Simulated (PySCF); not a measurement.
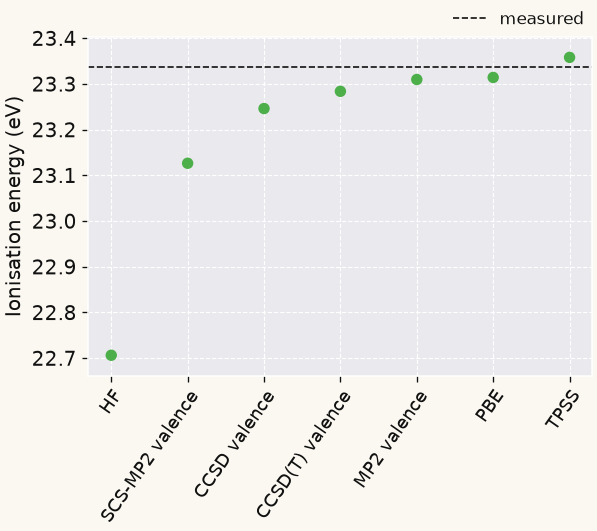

The ionisation energy of S⁺ ([Ne] 3s² 3p³ → [Ne] 3s² 3p²) across levels of theory. PySCF, x2c-TZVPall, spin-free X2C-1e, unrestricted single determinants, no spin-orbit coupling. Methods marked “valence” freeze 10 core electrons.

**How do the methods compare?**

The values run from 22.706 eV (HF) to 23.358 eV (TPSS). The measured value is 23.338 eV; nearest to it come TPSS (+0.020) and PBE (−0.024), furthest HF (−0.631 eV).

```
         Method  Ionisation energy (eV)
             HF                  22.706
           TPSS                  23.358
            PBE                  23.314
    MP2 valence                  23.310
SCS-MP2 valence                  23.126
   CCSD valence                  23.246
CCSD(T) valence                  23.284
```

Caveat: spin-orbit shift not estimated.
